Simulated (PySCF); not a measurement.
Si(Me)(OH)(SeH)2, SMILES O[Si]([SeH])(C)[SeH] (CH6OSe2Si), CAM-B3LYP/def2-SVP optimised geometry. Atoms within 1.6 Å of the plane z = 0.0 Å (x, y, z in Å): C1 (0.92, -1.21, -0.47), Si2 (0.37, 0.50, 0.00), O3 (1.05, 0.80, 1.48), Se4 (-1.92, 0.50, 0.00), Se5 (1.16, 2.15, -1.39), H6 (0.61, -1.46, -1.50), H7 (0.50, -1.96, 0.22), H8 (2.02, -1.27, -0.42), H10 (-2.02, 1.96, 0.00).

Computed with CAM-B3LYP/def2-TZVP in PySCF. Cells within 0.4 Å of a nucleus heavier than hydrogen are left out (blank, or x).

Map of the electrostatic potential (hartree/e), clipped to [-0.08, 0.12] on the plane z = 0.0 Å:

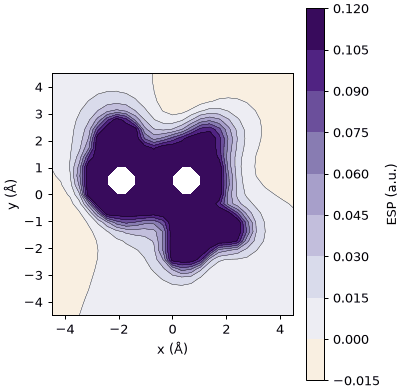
*Electrostatic potential (hartree/e), clipped to [-0.08, 0.12] on the plane z = 0.0 Å.*
